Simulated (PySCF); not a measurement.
# MoCl₂: triplet, from a linear start

Aim: relax MoCl₂ as a triplet from a linear start, check by its vibrations whether the end is a minimum, and collect its spectrum and constants.

Method: PBE0, basis Mo def2-TZVP with ECP28, Cl def2-TZVP, scalar-relativistic core potentials, no spin–orbit coupling, density fitting; program: PySCF 2.14.0.

## (1) Where the work starts

3 atoms, charge 0, spin multiplicity 3.

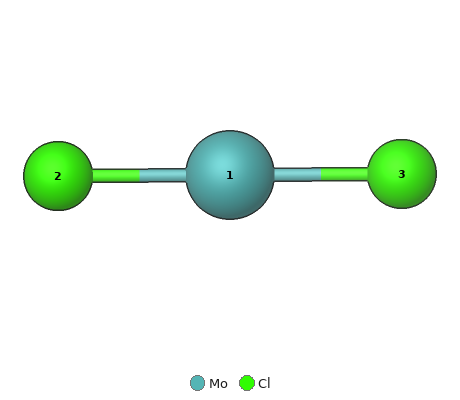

The starting geometry (molybdenum teal, chlorine green); atoms are numbered from 1 in the order of the file.

```xyz
3
charge 0 multiplicity 3
Mo    0.0000    0.0000    0.0000
Cl    0.0000    0.0000    2.3700
Cl    0.0000    0.0000   -2.3700
```

## (2) Finding the electronic state

The steps below are one call of a driver around PySCF. For each, scf.py gives the equivalent set-up of the SCF; relaxations use the driver's own optimiser. After this first run the driver tries any further starts and a stability analysis.

File scf.py:

```python
from pyscf import gto, scf, dft
mol = gto.M(atom='''
Mo     0.000000     0.000000     0.000000
Cl     0.000000     0.000000     2.370000
Cl     0.000000     0.000000    -2.370000''',
    basis={'Mo': 'def2-TZVP', 'Cl': 'def2-TZVP'},
    ecp={'Mo': 'def2-TZVP'},
    charge=0, spin=2)
mf = dft.UKS(mol, xc='PBE0')
mf.grids.atom_grid = (50, 194)
aux = {'Mo': 'def2-universal-JKFIT', 'Cl': 'def2-universal-JKFIT'}
mf = mf.density_fit(auxbasis=aux)
mf.conv_tol = 1e-08
mf.diis_space = 10
mf.max_cycle = 60
mf.init_guess = 'minao'
mf.verbose = 4
mf.kernel()
```

Run with:

```
$ OMP_NUM_THREADS=4 python axn.py task.json out
```

Output:

```text
init E= -981.807367037431
cycle= 1 E= -988.22203232008  delta_E= -6.41  |g|= 0.387  |ddm|= 2.63
[... the frontier-level lines of each cycle are left out ...]
cycle= 2 E= -988.197278222876  delta_E= 0.0248  |g|= 0.461  |ddm|= 0.767
cycle= 3 E= -988.294996825163  delta_E= -0.0977  |g|= 0.139  |ddm|= 0.446
cycle= 4 E= -988.305634073435  delta_E= -0.0106  |g|= 0.0415  |ddm|= 0.133
cycle= 5 E= -988.306611820009  delta_E= -0.000978  |g|= 0.00932  |ddm|= 0.0415
cycle= 6 E= -988.306892113892  delta_E= -0.00028  |g|= 0.00531  |ddm|= 0.0348
cycle= 7 E= -988.307198363891  delta_E= -0.000306  |g|= 0.00649  |ddm|= 0.0327
cycle= 8 E= -988.306943053882  delta_E= 0.000255  |g|= 0.00479  |ddm|= 0.0288
cycle= 9 E= -988.306843800492  delta_E= 9.93e-05  |g|= 0.00226  |ddm|= 0.0475
cycle= 10 E= -988.306890766113  delta_E= -4.7e-05  |g|= 0.00121  |ddm|= 0.0255
cycle= 11 E= -988.306918931264  delta_E= -2.82e-05  |g|= 0.00106  |ddm|= 0.0182
cycle= 12 E= -988.306931345465  delta_E= -1.24e-05  |g|= 0.00107  |ddm|= 0.00672
cycle= 13 E= -988.306916146629  delta_E= 1.52e-05  |g|= 0.00106  |ddm|= 0.00815
cycle= 14 E= -988.306859207838  delta_E= 5.69e-05  |g|= 0.000897  |ddm|= 0.0335
cycle= 15 E= -988.306768476425  delta_E= 9.07e-05  |g|= 0.00137  |ddm|= 0.0978
cycle= 16 E= -988.306777392151  delta_E= -8.92e-06  |g|= 0.000781  |ddm|= 0.0201
cycle= 17 E= -988.306766239455  delta_E= 1.12e-05  |g|= 0.00126  |ddm|= 0.0269
cycle= 18 E= -988.306764681039  delta_E= 1.56e-06  |g|= 0.000547  |ddm|= 0.0156
cycle= 19 E= -988.306764000429  delta_E= 6.81e-07  |g|= 0.000182  |ddm|= 0.00627
cycle= 20 E= -988.306763952456  delta_E= 4.8e-08  |g|= 5.76e-05  |ddm|= 0.00163
cycle= 21 E= -988.306763979669  delta_E= -2.72e-08  |g|= 8.68e-05  |ddm|= 0.000326
cycle= 22 E= -988.30676392727  delta_E= 5.24e-08  |g|= 4.54e-05  |ddm|= 0.00063
cycle= 23 E= -988.306763921256  delta_E= 6.01e-09  |g|= 1.59e-05  |ddm|= 0.000538
Extra cycle  E= -988.306763922644  delta_E= -1.39e-09  |g|= 1.99e-05  |ddm|= 6.35e-05
converged SCF energy = -988.306763922644  <S^2> = 2.0100987  2S+1 = 3.006725
```

This step, with its further starts and checks, ran for 24 s (4 threads of Arm Neoverse V1, shared host).

Energies from each starting density:

| start | energy (Eh) |
| --- | --- |
| the minimal-basis guess | -988.306764 |
| a thermally smeared density | -988.333765 |
| a smeared PBE density | -988.333763 |

The first run landed in a state that is too high. Following the other starts and the instabilities gains 76.0 kJ/mol (-988.33570 Eh), and the work goes on from there.

## (3) Linear start, triplet: relaxation

The program finds D∞h symmetry in the start, which this walk keeps.

scf.py, as its differences from that of step 2:

```diff
@@ -16 +15,0 @@
-mf.init_guess = 'minao'
```

The optimiser's trace:

| step | energy (Eh) | change (kJ/mol) | largest symmetric gradient (Eh/bohr) |
| --- | --- | --- | --- |
| 0 | -988.335704 | 0.00 | 0.02879 |
| 1 | -988.341637 | -15.58 | 0.01048 |
| 2 | -988.342289 | -17.29 | 0.00306 |
| 3 | -988.342341 | -17.43 | 0.00022 |
| 4 | -988.342341 | -17.43 | 0.00000 |

The walk took 10 s.

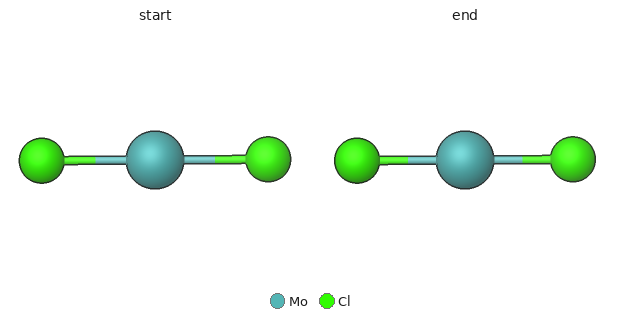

Start and end of the relaxation.

End point (D∞h, 4 steps, 17.4 kJ/mol gained): Mo–Cl 2.258 Å (×2); Cl–Mo–Cl 180.0°.

## (4) Hessian and properties

On the finer grid the gradient is checked again; gradients at displacements of ±0.02 bohr then give force constants and infrared intensities.

scf.py, as its differences from that of step 3:

```diff
@@ -4,2 +4,2 @@
-Cl     0.000000     0.000000     2.370000
-Cl     0.000000     0.000000    -2.370000''',
+Cl    -0.000000    -0.000000     2.257880
+Cl     0.000000     0.000000    -2.257880''',
@@ -10 +10 @@
-mf.grids.atom_grid = (50, 194)
+mf.grids.atom_grid = (75, 302)
@@ -13 +13 @@
-mf.conv_tol = 1e-08
+mf.conv_tol = 1e-10
```

The driver hands on the density of the step before, so the log starts near convergence.

SCF at the final geometry:

```text
init E= -988.342350039735
[... the frontier-level lines of each cycle are left out ...]
cycle= 1 E= -988.342350039825  delta_E= -8.94e-11  |g|= 3.09e-06  |ddm|= 1.49e-05
Extra cycle  E= -988.342350039911  delta_E= -8.62e-11  |g|= 3.09e-06  |ddm|= 1.47e-05
converged SCF energy = -988.342350039911  <S^2> = 2.9186501  2S+1 = 3.5601405
```

The whole step took 80 s.

Geometry: D∞h; Mo–Cl 2.258 Å (×2); Cl–Mo–Cl 180.0°.

Harmonic modes (main isotopes):

| ω (cm⁻¹) | IR (km/mol) | μ (u) | type |
| --- | --- | --- | --- |
| 68i | 6.3 | 47.76 | bend |
| 71 | 3.1 | 47.76 | bend |
| 361 | 0.0 | 34.97 | stretch |
| 430 | 171 | 47.76 | stretch |

μ is the mass of the mode for normalised Cartesian displacements, not the reduced mass of the usual diatomic formula.

1 mode is imaginary, the largest at 68i cm⁻¹: a saddle point, not a minimum.

Here the density breaks the symmetry of the frame, and no labels are given; pairs that should be degenerate can split.

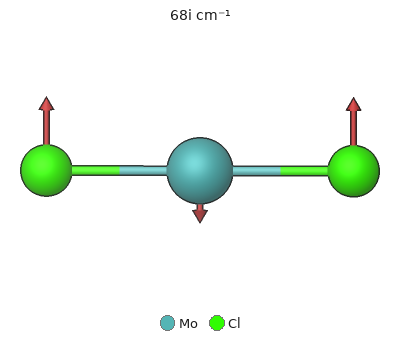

The imaginary mode, as arrows.

Constants and moments:

| Quantity | Value |
| --- | --- |
| Dipole moment | 0.00 D |
| Highest occupied level | -6.20 eV |
| Lowest empty level | -3.91 eV |
| Rotational constants | 0.04728 cm⁻¹ |
| Zero-point energy (real modes) | 5.2 kJ/mol |
| Principal polarisabilities | 48.8, 50.5, 97.2 bohr³ |
| Atomisation energy without zero-point energy | 638 kJ/mol |
| Principal traceless quadrupole moments about the centre of mass | -8.78, 3.00, 5.78 D Å |
| Spin squared ⟨S²⟩ | 2.919 |

Populations by atom (charges in e):

| atom | Mulliken | Löwdin | polar tensor | spin (Mulliken) | Mayer order to Mo1 |
| --- | --- | --- | --- | --- | --- |
| Mo1 | 0.78 | -0.03 | 1.18 | 2.14 | – |
| Cl2,3 | -0.39 | 0.02 | -0.59 | -0.07 | 1.09 |

Outer orbital energies (eV). α occupied: -10.30, -10.25, -9.90, -9.57, -9.53, -7.69, -7.60, -6.79; empty: -3.91, -3.00, -0.56, -0.26. β occupied: -22.56, -11.75, -10.25, -10.22, -9.91, -9.67, -9.63, -6.20; empty: -3.15, -3.12, -2.41, -2.32.

Mulliken populations on Mo1 (outside its core potential): s 2.60, p 6.19, d 4.41, f 0.02.

## (5) Following the imaginary mode

The start is the last point, displaced along its most imaginary mode.

The program finds C2v symmetry in the start, which this walk keeps. Threshold on the gradient: 0.0003 Eh/bohr, with a further test on the energy change.

scf.py, as its differences from that of step 4:

```diff
@@ -3,3 +3,3 @@
-Mo     0.000000     0.000000     0.000000
-Cl    -0.000000    -0.000000     2.257880
-Cl     0.000000     0.000000    -2.257880''',
+Mo    -0.178111     0.013000     0.000000
+Cl     0.249337    -0.018199     2.257880
+Cl     0.249336    -0.018199    -2.257880''',
@@ -10 +10 @@
-mf.grids.atom_grid = (75, 302)
+mf.grids.atom_grid = (50, 194)
@@ -13 +13 @@
-mf.conv_tol = 1e-10
+mf.conv_tol = 1e-08
```

The optimiser's trace:

| step | energy (Eh) | change (kJ/mol) | largest symmetric gradient (Eh/bohr) |
| --- | --- | --- | --- |
| 0 | -988.343028 | 0.00 | 0.01362 |
| 1 | -988.344393 | -3.58 | 0.00455 |
| 2 | -988.345070 | -5.36 | 0.00508 |
| 3 | -988.346348 | -8.72 | 0.00574 |
| 4 | -988.346886 | -10.13 | 0.00166 |
| 5 | -988.346910 | -10.19 | 0.00050 |
| 6 | -988.346915 | -10.20 | 0.00016 |
| 7 | -988.346915 | -10.21 | 0.00009 |

The walk took 22 s.

Geometry (Å) and forces (eV/Å) at some steps:

```
step 0
Mo  -0.178   0.013   0.000   0.097  -0.004   0.000
Cl   0.249  -0.018   2.258  -0.048   0.002  -0.700
Cl   0.249  -0.018  -2.258  -0.049   0.002   0.700
step 1
Mo  -0.196   0.014   0.000  -0.104   0.009   0.000
Cl   0.258  -0.019   2.219   0.052  -0.004  -0.234
Cl   0.258  -0.019  -2.219   0.052  -0.005   0.234
step 4
Mo  -0.443   0.032   0.000  -0.086  -0.011   0.001
Cl   0.382  -0.028   2.079   0.043   0.006   0.064
Cl   0.382  -0.028  -2.079   0.043   0.005  -0.064
step 7
Mo  -0.462   0.034   0.000  -0.004  -0.016   0.001
Cl   0.391  -0.029   2.072   0.002   0.009   0.004
Cl   0.391  -0.029  -2.072   0.002   0.007  -0.005
```

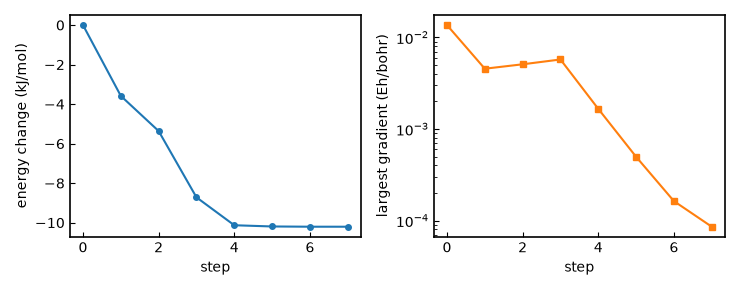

How energy and gradient fall.

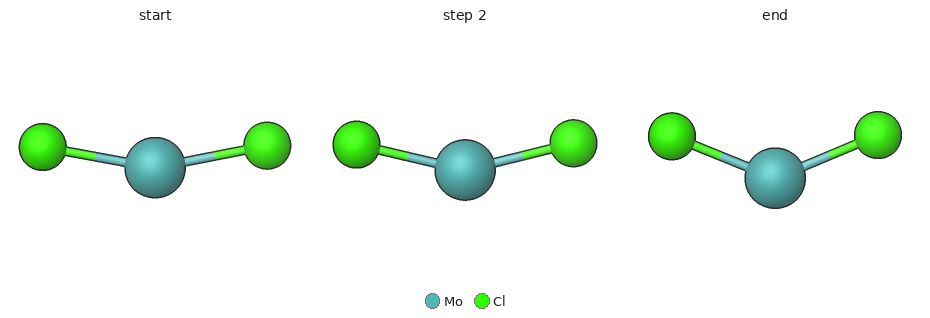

Start and end of the relaxation, with a step between.

After 7 steps and 10.2 kJ/mol it ends at C2v: Mo–Cl 2.242 Å (×2); Cl–Mo–Cl 135.1°.

## (6) Frequencies

The same treatment as at the point before.

scf.py, as its differences from that of step 5:

```diff
@@ -3,3 +3,3 @@
-Mo    -0.178111     0.013000     0.000000
-Cl     0.249337    -0.018199     2.257880
-Cl     0.249336    -0.018199    -2.257880''',
+Mo    -0.365383     0.026669     0.000000
+Cl     0.502474    -0.036676     2.065552
+Cl     0.502474    -0.036676    -2.065552''',
@@ -10 +10 @@
-mf.grids.atom_grid = (50, 194)
+mf.grids.atom_grid = (75, 302)
@@ -13 +13 @@
-mf.conv_tol = 1e-08
+mf.conv_tol = 1e-10
```

Log of the central SCF (cycles and frontier levels):

```text
init E= -988.346770225997
[... the frontier-level lines of each cycle are left out ...]
cycle= 1 E= -988.346770226003  delta_E= -6.14e-12  |g|= 3.73e-06  |ddm|= 8.13e-06
Extra cycle  E= -988.346770225988  delta_E= 1.52e-11  |g|= 7.52e-06  |ddm|= 1.05e-05
converged SCF energy = -988.346770225988  <S^2> = 2.9452882  2S+1 = 3.5750738
```

The whole step ran for 49 s (4 threads of Arm Neoverse V1, shared host).

Geometry: C2v; Mo–Cl 2.241 Å (×2); Cl–Mo–Cl 134.3°.

Harmonic modes (main isotopes):

```json
{"ω (cm⁻¹)": "73", "IR (km/mol)": "4.9", "μ (u)": "43.64"}
{"ω (cm⁻¹)": "379", "IR (km/mol)": "21.0", "μ (u)": "37.57"}
{"ω (cm⁻¹)": "432", "IR (km/mol)": "119", "μ (u)": "46.18"}
```

μ is the mass of the mode for normalised Cartesian displacements, not the reduced mass of the usual diatomic formula.

All wavenumbers are real: a minimum.

The SCF density has lower symmetry than the nuclear frame, so the modes carry no labels.

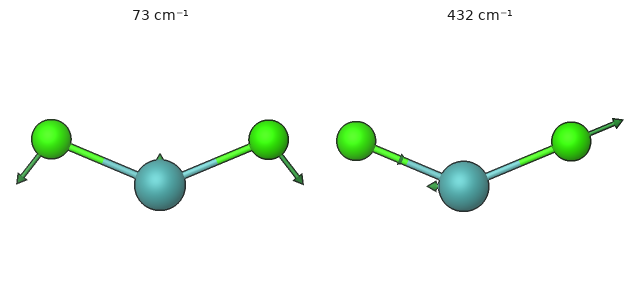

Displacements of 2 of the modes, as arrows (one member where a mode is degenerate).

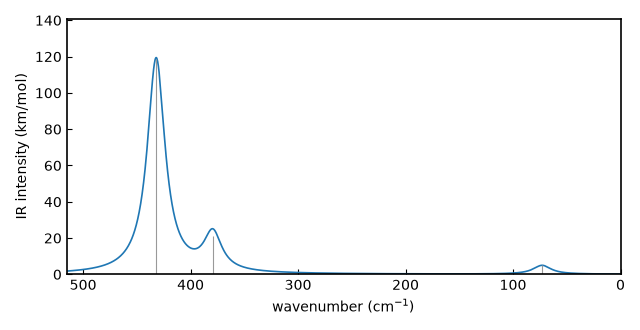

The harmonic infrared spectrum (widths in cm⁻¹). Lines are broadened to a width of 20 cm⁻¹ (Lorentzian).

Properties at this point:

* Dipole moment: 2.12 D
* Highest occupied level: -6.13 eV
* Lowest empty level: -3.32 eV
* Rotational constants: 0.5457, 0.0565, 0.0512 cm⁻¹
* Zero-point energy: 5.3 kJ/mol
* Principal polarisabilities: 53.7, 59.4, 88.9 bohr³
* Atomisation energy without zero-point energy: 650 kJ/mol
* Principal traceless quadrupole moments about the centre of mass: -6.84, 1.86, 4.98 D Å
* Entropy at 298.15 K and 1 bar (electronic part: spin only): 311.7 J/(mol K)
* Heat capacity Cp at 298.15 K: 53.7 J/(mol K)
* Enthalpy at 298.15 K above 0 K: 13.58 kJ/mol
* Rotational symmetry number: 2
* Spin squared ⟨S²⟩: 2.945

Populations by atom (charges in e):

```tsv
atom	Mulliken	Löwdin	polar tensor	spin (Mulliken)	Mayer order to Mo1
Mo1	0.79	-0.07	1.18	2.05	–
Cl2,3	-0.40	0.03	-0.59	-0.03	1.09
```

Mulliken populations on Mo1 (outside its core potential): s 2.55, p 6.18, d 4.46, f 0.02.

## (7) All stationary points

| spin | group | bonds | imaginary modes (cm⁻¹) | ΔE (kJ/mol) | with zero-point energy |
| --- | --- | --- | --- | --- | --- |
| broken-symmetry (Ms = 1) | C2v (density of lower symmetry) | Mo–Cl 2.241 Å (×2) | none | 0.0 | 0.0 |
| broken-symmetry (Ms = 1) | D∞h (density of lower symmetry) | Mo–Cl 2.258 Å (×2) | 68i | 11.6 | – |

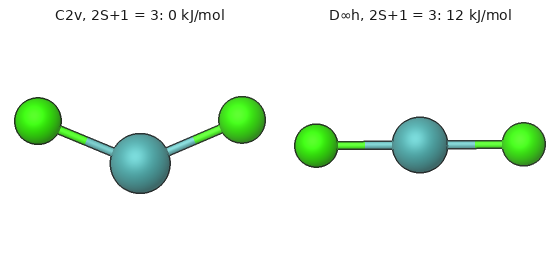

The points, lowest first (molybdenum teal, chlorine green).

## (8) Summary of results

```
                                          quantity                                value
                                           minimum        broken-symmetry (Ms = 1), C2v
                                          geometry  Mo–Cl 2.241 Å (×2); Cl–Mo–Cl 134.3°
                                wavenumbers (cm⁻¹)                         73, 379, 432
                                     dipole moment                               2.12 D
highest occupied, lowest empty level (either spin)                      -6.13, -3.32 eV
                        polar-tensor charge of Mo1                              +1.18 e
                                 zero-point energy                           5.3 kJ/mol
                               entropy at 298.15 K                      311.7 J/(mol K)
         atomisation energy (no zero-point energy)                           650 kJ/mol
                                              ⟨S²⟩                                2.945
```

**Reading.** From D∞h at the start the molecule goes to a C2v minimum, after a stop at a saddle point 11.6 kJ/mol higher, from which it was pushed off along an imaginary mode. The determinant is spin-contaminated (⟨S²⟩ = 2.95 against 2.00), so it is no pure spin state. The strongest infrared band lies at 432 cm⁻¹ (stretch). The first SCF alone would have been 76 kJ/mol too high. Only this shape and spin were tried, so other structures or states may lie lower. The SCF density has lower symmetry than the nuclear frame. One determinant may miss the lowest occupation of an open d or f shell.

The search up to here took 3.1 min.
